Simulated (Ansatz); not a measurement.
# Run report: C2H4BIn, frequency calculation

System: C2H4BIn.
Method: RKS B3LYP-D4/def2-mTZVP (Ansatz 0.2.0).

It belongs to a series of runs on one base structure; here: vibrations at the highest image of the band. Figures and captions count atoms from 1; the log counts them from 0 in places.

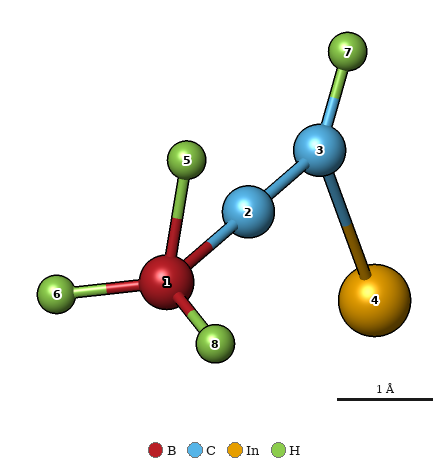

*The input geometry (ball-and-stick view, seen at a tilt; atoms are numbered from 1 in the order of the input). Sticks mark near contacts.*

Bond lengths as drawn: B–C 1.47 Å, B–H 1.19 to 1.33 Å, C–C 1.28 Å, C–H 1.08 Å and C–In 2.32 Å.

### Input file
```yaml
crystal:
  periodic: [false, false, false]
  atoms:
    - { symbol: B, position_ang: [-0.594756, 1.06681, -0.455954] }
    - { symbol: C, position_ang: [0.118507, -0.102539, 0.088804] }
    - { symbol: C, position_ang: [0.741946, -1.119918, 0.562996] }
    - { symbol: In, position_ang: [-0.462788, -2.931019, -0.238332] }
    - { symbol: H, position_ang: [0.475386, 1.322711, 0.296421] }
    - { symbol: H, position_ang: [-0.347677, 1.421736, -1.569714] }
    - { symbol: H, position_ang: [1.623304, -1.134624, 1.18925] }
    - { symbol: H, position_ang: [-1.553932, 1.476842, 0.126533] }
basis:
  gaussian: { orbitals: def2-mTZVP }
hamiltonian:
  xc: b3lyp
  dispersion: d4
phonons: {}
```

Run as:
```bash
ansatz run input.yaml --threads 2 --pin off --max-ram 3072MiB --backend cpu --events-out ev --progress --plain --runs-dir out
```

### What the program printed
```
Engine: ansatz 0.2.0, x86_64-unknown-linux-gnu
Functional definition: B3LYP
  parameter a0 = 0.2
  parameter ax = 0.72
  parameter ac = 0.81
  exchange = (1 - a0 - ax)*slater_x + ax*b88_x + a0*exact_x
  correlation = (1 - ac)*vwn_rpa_c + ac*lyp_c
1176 factors; integrals over basis functions are off by at most 4.8e-4 eV
mean field evaluation 1: about -7980.4115 eV, gradient 5.7e1 eV
mean field evaluation 2: about -7876.9945 eV, gradient 1.5e2 eV
mean field evaluation 4: about -7989.0029 eV, gradient 2.2e1 eV
mean field evaluation 8: about -7990.2665 eV, gradient 3.9e-1 eV
mean field evaluation 16: about -7990.2669 eV, gradient 7.7e-5 eV
mean field -7990.26688029 eV, -293.6368918534 hartree, gradient 7.7e-5 eV, S^2 0.000000; 0 other end points of the search recorded, 0 dependent functions left out
the calculation of the forces begins
reference -7990.26714896 eV, -293.6369017268 hartree; 21, 21 occupied and 84, 84 virtual orbitals, 1176 factors
these checks for a lower state are left out or cut short: stability, starts, cluster_reference, orbital_swaps, neighbouring_geometries, increment
1176 factors; integrals over basis functions are off by at most 4.8e-4 eV
mean field -7990.26681346 eV, -293.6368893972 hartree, gradient 1.5e-6 eV, S^2 0.000000; 0 other end points of the search recorded, 0 dependent functions left out
[... from here on the field's lines of each further geometry are left out, up to the last ...]
the calculation of the forces begins
reference -7990.26711547 eV, -293.6369004961 hartree; 21, 21 occupied and 84, 84 virtual orbitals, 1176 factors
these checks for a lower state are left out or cut short: stability, starts, cluster_reference, orbital_swaps, neighbouring_geometries, increment
1176 factors; integrals over basis functions are off by at most 4.8e-4 eV
mean field -7990.26686693 eV, -293.6368913623 hartree, gradient 1.8e-6 eV, S^2 0.000000; 0 other end points of the search recorded, 0 dependent functions left out
the calculation of the forces begins
reference -7990.26713558 eV, -293.6369012350 hartree; 21, 21 occupied and 84, 84 virtual orbitals, 1176 factors
WARN: phonons: modes at or below zero, which the zero-point energy, F, S and C_V leave out: 1, the lowest at -607.04 cm⁻¹. A minimum has none, and a first-order saddle one
Total energy: -7990.56884353 eV, -293.6479887976 hartree
Atom 0 at    -0.594756     1.066810    -0.455954 Å, force    -0.002773    -0.000467    -0.000636 eV/Å
Atom 1 at     0.118507    -0.102539     0.088804 Å, force     0.002828     0.000871    -0.002599 eV/Å
Atom 2 at     0.741946    -1.119918     0.562996 Å, force    -0.002901    -0.000832     0.000042 eV/Å
Atom 3 at    -0.462788    -2.931019    -0.238332 Å, force     0.000320    -0.000101     0.000495 eV/Å
Atom 4 at     0.475386     1.322711     0.296421 Å, force     0.003230     0.001696     0.002909 eV/Å
Atom 5 at    -0.347677     1.421736    -1.569714 Å, force    -0.000627    -0.000516    -0.000265 eV/Å
Atom 6 at     1.623304    -1.134624     1.189250 Å, force     0.000225    -0.000022     0.000225 eV/Å
Atom 7 at    -1.553932     1.476842     0.126533 Å, force    -0.000302    -0.000628    -0.000170 eV/Å
Dipole moment:     0.193973    -0.834332     0.163472 e Å
Vibrations: -607.04 56.86 199.59 339.81 342.24 546.08 773.41 862.49 879.80 997.86 998.79 1027.01 1194.60 1830.52 1957.69 2547.08 2614.55 3198.20 cm⁻¹, zero-point energy 1.262568 eV
```

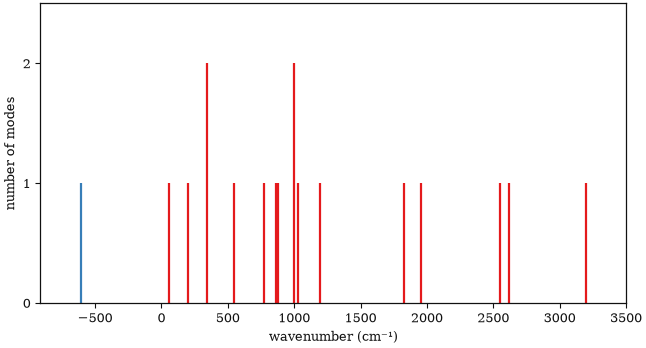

*Harmonic vibrational wavenumbers from the force constants; neighbouring modes closer than 17 cm⁻¹ are counted in one stick, and imaginary ones are drawn at negative wavenumbers.*

18 modes from 607i to 3198 cm⁻¹, 1 imaginary beyond 8i (607i cm⁻¹): a first-order saddle point, if the geometry is stationary.

### Summary

| quantity | value |
| --- | --- |
| outcome | converged |
| total energy | −7990.5688 eV |
| mean-field energy | −7990.2671 eV |
| largest force (length of the vector) | 0.005 eV/Å |
| hardware | 2 threads of AMD EPYC (Zen 5), 16 GiB of memory available, shared host |
| wall time | 42 s (CPU time 79 s) |
| peak memory | 0.25 GiB |
